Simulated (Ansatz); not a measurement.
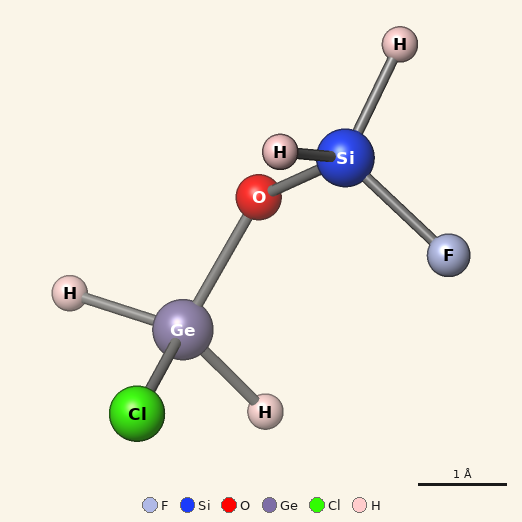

Depth is shown by fading: the farther an atom, the more it takes the colour of the background. Computed geometry: PBE-D4/def2-SVP optimisation. No frequency run is at hand to confirm it as a minimum. Masses are those of the most abundant isotopes; constants are for the rigid equilibrium geometry.

What kind of rotor is it, and what are its rotational constants in MHz?

An asymmetric top (C1): A = 2970, B = 1187, C = 968 MHz. Ray's parameter κ is −0.78, nearer the prolate limit.
